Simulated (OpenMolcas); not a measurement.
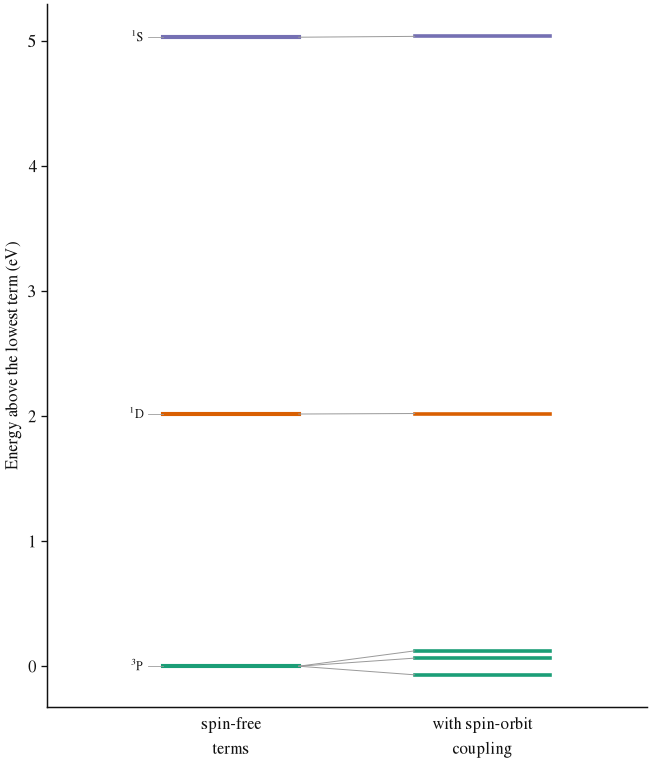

Fig. 1: Terms of Ar²⁺ (argon, Z = 18) without and with spin-orbit coupling; the J values are left off. ³P (at 0) splits over 0.191 eV into J = 2, 1, 0 from the bottom up (inverted); ¹D (at 2.02 eV) gives the one level J = 2; ¹S (at 5.03 eV) gives the one level J = 0. The ground level lies 0.0687 eV below the lowest term.

Multiconfigurational calculation for Ar²⁺

- system: Ar²⁺.
- method: state-averaged CASSCF, active space 4 electrons in the shell 3p, basis ANO-RCC-VDZP, DKH2 scalar Hamiltonian, spin-orbit coupling by RASSI with atomic mean-field integrals (OpenMolcas)

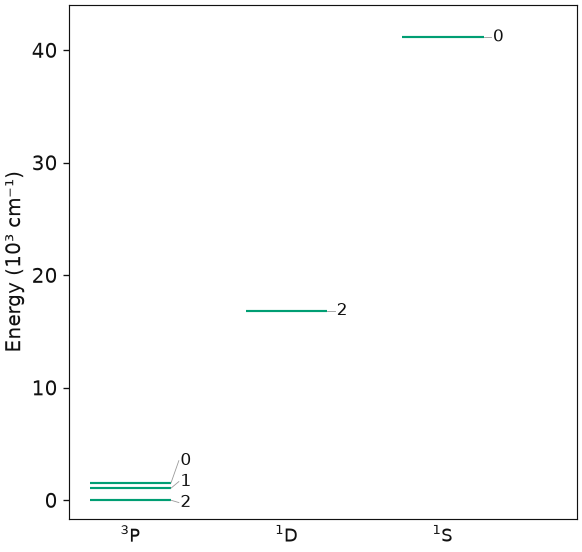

Fig. 2: Level diagram of Ar²⁺. The lowest level is 3p⁴ ³P₂. The first excited level, 3p⁴ ³P₁, lies at 1,080 cm⁻¹. The ground term spreads over 1,540 cm⁻¹ in the order J = 2, 1, 0, an inverted multiplet. All levels drawn have even parity, so no electric dipole line joins them. The leading LS term holds 100 % of a level on average. The ground level has g = 1.500. Spin-orbit coupling puts the ground level 554 cm⁻¹ below the lowest spin-free term.

| Configuration | Level | E (cm⁻¹) |
| --- | --- | --- |
| 3p⁴ | ³P₂ | 0 |
| 3p⁴ | ³P₁ | 1,077 |
| 3p⁴ | ³P₀ | 1,544 |
| 3p⁴ | ¹D₂ | 16,850 |
| 3p⁴ | ¹S₀ | 41,170 |

Input and output of the run follow.

**Input**
```
&GATEWAY
Coord
1

Ar 0.0 0.0 0.0
Basis=ANO-RCC-VDZP
Group=XYZ
NoMove
AngMom=0.0 0.0 0.0
AMFI
&SEWARD
&RASSCF
FileOrb=start.orb
Symmetry=1
Spin=3
nActEl=4 0 0
Inactive=3 3
Ras2=0 3
CIRoot=3 3 1
SDav=3
CIMx=300
Iter=120 100
PrWF=0.3
OrbListing=Nothing
MaxOrb=0
Atom
>>> COPY $Project.JobIph JOB001
&RASSCF
FileOrb=start.orb
Symmetry=1
Spin=1
nActEl=4 0 0
Inactive=3 3
Ras2=0 3
CIRoot=6 6 1
SDav=6
CIMx=300
Iter=120 100
PrWF=0.3
OrbListing=Nothing
MaxOrb=0
Atom
>>> COPY $Project.JobIph JOB002
&RASSI
NrOfJobIphs=2 3 6
1 2 3
1 2 3 4 5 6
IphNames
JOB001
JOB002
EJob
SpinOrbit
DIPRint=1.0
SOCoupling=1000.0
Subsets=2
MEES
Property=10
'ANGMOM' 1 'ANGMOM' 2 'ANGMOM' 3 'MLTPL  1' 1 'MLTPL  1' 2 'MLTPL  1' 3
'AMFI' 1 'AMFI' 2 'AMFI' 3 'MLTPL  2' 6
SOProperty=3
'ANGMOM' 1 'ANGMOM' 2 'ANGMOM' 3
```

The file start.orb holds starting orbitals from an earlier step. A driver script formed the levels outside the program, from RASSI's spin-orbit matrix and the active-space energies, averaged over the components of each term or state.

**Output (extracts)**
```
--- SEWARD ---
Basis set label: AR.ANO-RCC...4S3P1D.

      Electronic valence basis set:
      ------------------
      Associated Effective Charge  18.000000 au
      Associated Actual Charge     18.000000 au
      Nuclear Model: Point charge

      Shell  nPrim  nBasis  Cartesian Spherical Contaminant
         s      17       4        X
         p      12       3        X
         d       5       1                 X
                  Relativistic Douglas-Kroll-Hess integrals:
                    - DKH order of Hamiltonian: 2
                    - DKH order of Properties : 0
                  Atomic mean-field integrals
--- RASSCF ---
Wave function specifications:
      -----------------------------

      Number of closed shell electrons          12
      Number of electrons in active shells       4
      Max number of holes in RAS1 space          0
      Max nr of electrons in RAS3 space          0
      Number of inactive orbitals                6
      Number of active orbitals                  3
      Number of secondary orbitals               9
      Spin quantum number                      1.0
      State symmetry                             1
Orbital specifications:
      -----------------------

      Symmetry species                           1   2
                                                ag  au
      Frozen orbitals                            0   0
      Inactive orbitals                          3   3
      Active orbitals                            0   3
      RAS1 orbitals                              0   0
      RAS2 orbitals                              0   3
      RAS3 orbitals                              0   0
      Secondary orbitals                         6   3
      Deleted orbitals                           0   0
      Number of basis functions                  9   9
      Number of CSFs                             3
      Number of root(s) required                 3
      Iter CI   SX   CI       RASSCF       Energy    max ROT     max BLB   max BLB  Level Ln srch  Step   QN
          iter iter root      energy       change     param      element    value   shift minimum  type update
 Nr of preliminary CI iterations:   1
        1   1    5    0  -526.99833621    0.00E+00   1.24E-01*   3   4 1  3.21E-01*  0.00   0.00    SX    NO
        2   1    4    0  -527.10751926   -1.09E-01*  8.17E-03    2   4 1  3.45E-02*  0.00   0.00    SX    NO
        3   1    3    0  -527.10825758   -7.38E-04*  1.54E-03    6   9 2  2.95E-03*  0.00   0.00    SX    NO
        4   1    3    0  -527.10827204   -1.45E-05*  1.99E-04    3   4 1 -6.56E-04*  0.00   0.00    SX    NO
        5   1    3    0  -527.10827235   -3.14E-07*  2.90E-05    4   7 2  6.42E-05   0.00   0.88    QN   YES
        6   1    2    0  -527.10827236   -7.00E-09  -1.57E-06    3   4 1 -7.39E-06   0.00   1.01    QN   YES
      Convergence after  6 iterations
        7   1    2    0  -527.10827236   -1.80E-11  -1.57E-06    3   4 1 -1.35E-06   0.00   1.01    QN   YES
      Natural orbitals and occupation numbers for root  1
      sym 2:   1.000000   2.000000   1.000000
      Natural orbitals and occupation numbers for root  2
      sym 2:   1.000000   1.000000   2.000000
      Natural orbitals and occupation numbers for root  3
      sym 2:   2.000000   1.000000   1.000000
::    RASSCF root number  1 Total energy:   -527.10827236
::    RASSCF root number  2 Total energy:   -527.10827236
::    RASSCF root number  3 Total energy:   -527.10827236
--- RASSCF ---
Wave function specifications:
      -----------------------------

      Number of closed shell electrons          12
      Number of electrons in active shells       4
      Max number of holes in RAS1 space          0
      Max nr of electrons in RAS3 space          0
      Number of inactive orbitals                6
      Number of active orbitals                  3
      Number of secondary orbitals               9
      Spin quantum number                      0.0
      State symmetry                             1
Orbital specifications:
      -----------------------

      Symmetry species                           1   2
                                                ag  au
      Frozen orbitals                            0   0
      Inactive orbitals                          3   3
      Active orbitals                            0   3
      RAS1 orbitals                              0   0
      RAS2 orbitals                              0   3
      RAS3 orbitals                              0   0
      Secondary orbitals                         6   3
      Deleted orbitals                           0   0
      Number of basis functions                  9   9
      Number of CSFs                             6
      Number of root(s) required                 6
      Iter CI   SX   CI       RASSCF       Energy    max ROT     max BLB   max BLB  Level Ln srch  Step   QN
          iter iter root      energy       change     param      element    value   shift minimum  type update
 Nr of preliminary CI iterations:   1
        1   1    4    0  -527.01542323    0.00E+00  -7.13E-03    4   7 2 -1.37E-02*  0.00   0.00    SX    NO
        2   1    3    0  -527.01571107   -2.88E-04* -9.16E-04    3   4 1  4.41E-03*  0.00   0.00    SX    NO
        3   1    3    0  -527.01571758   -6.51E-06*  1.61E-04    5   8 2 -3.11E-04*  0.00   0.00    SX    NO
        4   1    3    0  -527.01571775   -1.65E-07* -2.60E-05    3   4 1  1.25E-04*  0.00   0.00    SX    NO
        5   1    3    0  -527.01571775   -4.34E-09   3.60E-06    3   4 1  7.93E-06   0.00   0.97    QN   YES
      Convergence after  5 iterations
        6   1    3    0  -527.01571775   -1.21E-10   3.60E-06    3   4 1  9.97E-07   0.00   0.97    QN   YES
      Natural orbitals and occupation numbers for root  1
      sym 2:   2.000000   1.000000   1.000000
      Natural orbitals and occupation numbers for root  2
      sym 2:   1.000000   2.000000   1.000000
      Natural orbitals and occupation numbers for root  3
      sym 2:   1.057169   0.945931   1.996899
::    RASSCF root number  1 Total energy:   -527.03416994
::    RASSCF root number  2 Total energy:   -527.03416994
::    RASSCF root number  3 Total energy:   -527.03416994
::    RASSCF root number  4 Total energy:   -527.03416994
::    RASSCF root number  5 Total energy:   -527.03416994
::    RASSCF root number  6 Total energy:   -526.92345682
--- RASSI ---
SPIN-FREE ENERGIES:
  (Shifted by EMIN (a.u.) =       -527.1082723566)

 SF State       Relative EMIN(au)   Rel lowest level(eV)    D:o, cm**(-1)      L_eff

     1             0.0000000000        0.0000000000              0.0000         1.0
     2             0.0000000000        0.0000000000              0.0000         1.0
     3             0.0000000000        0.0000000000              0.0000         1.0
     4             0.0741024202        2.0164295781          16263.6014         2.0
     5             0.0741024202        2.0164295781          16263.6014         2.0
     6             0.0741024202        2.0164295781          16263.6014         2.0
     7             0.0741024202        2.0164295781          16263.6014         2.0
     8             0.0741024202        2.0164295781          16263.6014         2.0
     9             0.1848155317        5.0290868166          40562.3207         0.0
     Dipole printing threshold changed to   1.00000000E+00
Eigenvalues of complex Hamiltonian:
   -----------------------------------
  (Shifted by EMIN (a.u.) =       -527.1082723566)

 SO State       Relative EMIN(au)   Rel lowest level(eV)    D:o, cm**(-1)     J-value

     1            -0.0025261808        0.0000000000              0.0000         1.0
     2            -0.0025261808        0.0000000000              0.0000         2.0
     3            -0.0025261808        0.0000000000              0.0000         1.8
     4            -0.0025261808        0.0000000000              0.0000         1.0
     5            -0.0025261808        0.0000000000              0.0000         1.8
     6             0.0023793299        0.1334857481           1076.6352         1.0
     7             0.0023793299        0.1334857481           1076.6352         0.6
     8             0.0023793299        0.1334857481           1076.6352         0.6
     9             0.0045090188        0.1914375344           1544.0478         0.0
    10             0.0742492711        2.0891664763          16850.2640         1.3
    11             0.0742492711        2.0891664763          16850.2640         1.8
    12             0.0742492711        2.0891664763          16850.2640         1.0
    13             0.0742492711        2.0891664763          16850.2640         1.8
    14             0.0742492711        2.0891664763          16850.2640         1.8
    15             0.1850651727        5.1046207783          41171.5432         0.0
Weights of the five most important spin-orbit-free states for each spin-orbit state.

 SO State  Total energy (au)           Spin-free states, spin, and weights
 -------------------------------------------------------------------------------------------------------
    1        -0.002526       3 1.0  0.5908    1 1.0  0.3851    2 1.0  0.0222    6 0.0  0.0018    7 0.0  0.0001
    2        -0.002526       2 1.0  0.6397    1 1.0  0.2859    3 1.0  0.0725    7 0.0  0.0014    8 0.0  0.0004
    3        -0.002526       2 1.0  0.4990    3 1.0  0.4954    1 1.0  0.0037    5 0.0  0.0010    4 0.0  0.0010
    4        -0.002526       3 1.0  0.5011    1 1.0  0.4935    2 1.0  0.0035    8 0.0  0.0014    7 0.0  0.0005
    5        -0.002526       2 1.0  0.4990    1 1.0  0.4954    3 1.0  0.0037    4 0.0  0.0010    5 0.0  0.0010
    6         0.002379       3 1.0  0.5000    1 1.0  0.5000    2 1.0  0.0000    9 0.0  0.0000    7 0.0  0.0000
    7         0.002379       2 1.0  0.5000    3 1.0  0.5000    1 1.0  0.0000    4 0.0  0.0000    5 0.0  0.0000
    8         0.002379       2 1.0  0.5000    1 1.0  0.5000    3 1.0  0.0000    5 0.0  0.0000    4 0.0  0.0000
    9         0.004509       3 1.0  0.3329    2 1.0  0.3329    1 1.0  0.3329    9 0.0  0.0014    8 0.0  0.0000
   10         0.074249       8 0.0  0.9981    1 1.0  0.0008    3 1.0  0.0008    2 1.0  0.0003    6 0.0  0.0000
   11         0.074249       7 0.0  0.9981    2 1.0  0.0010    3 1.0  0.0005    1 1.0  0.0004    6 0.0  0.0000
   12         0.074249       6 0.0  0.9981    1 1.0  0.0010    3 1.0  0.0009    2 1.0  0.0000    7 0.0  0.0000
```

**Key numbers**

- outcome: converged
- lowest level: 3p⁴ ³P₂
- first excited level: 3p⁴ ³P₁, 1,077 cm⁻¹ (measured: 1,112)
- energy of the lowest spin-free term: −527.10827 hartree
- energy of the lowest spin-orbit level: −527.11080 hartree
- largest spread among components of a term: 0.0 cm⁻¹
- hardware: 1 CPU thread, shared host
- wall time: 1.6 s

**Notes**

Against measured levels the run misses widely: 3s2 3p4 1S J = 0 comes out at 41,172 cm⁻¹ where 33,266 cm⁻¹ is measured. Without dynamic correlation the splittings between terms come out too large, often by 20 to 50 %. Caveats: closed s shell leaves the highest p terms too high; only configurations of the active space are included.
